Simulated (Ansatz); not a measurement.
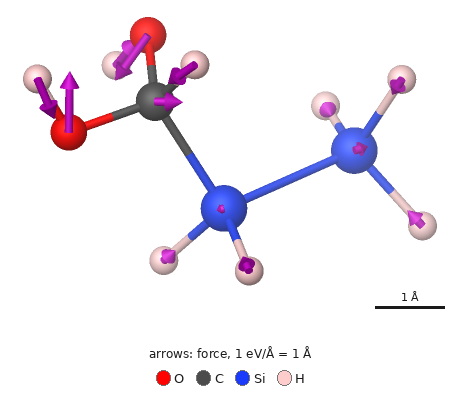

Starting geometry of CH₈O₂Si₂ with the computed forces as purple arrows. Style: ball-and-stick. Shown at a tilt.

The start comes from PBE-D4/def2-SVP.

All numbers below come from RKS PBE0-D4/def2-TZVP in Ansatz. Settings: force threshold 0.005 eV/Å; at most 150 steps.

Question: Is this structure relaxed? If not, where do the atoms go?

Answer: It isn't relaxed: the largest force vector, on an O atom, is 0.90 eV/Å. The final displacements have little in common with the starting forces (cosine between the two patterns 0.12). Over 15 geometry steps the energy falls by 1.21 kcal/mol. Largest force component: 0.76 eV/Å at the start, 0.0029 eV/Å at the end. The atom that moves furthest after the best rigid fit is an H atom (0.30 Å). Largest moves by element: H 0.30 Å, O 0.25 Å, Si 0.09 Å, C 0.06 Å. Among the contacts that change: C–H 1.117 → 1.098 Å, C–Si 1.935 → 1.916 Å, H–Si 1.508 → 1.491 Å, H–O 0.979 → 0.964 Å. Among the angles between lasting bonds that change: C–Si–Si 105.9° → 109.0°. Cost: 71 s on 4 threads of Arm Neoverse V1, with other jobs on the host.
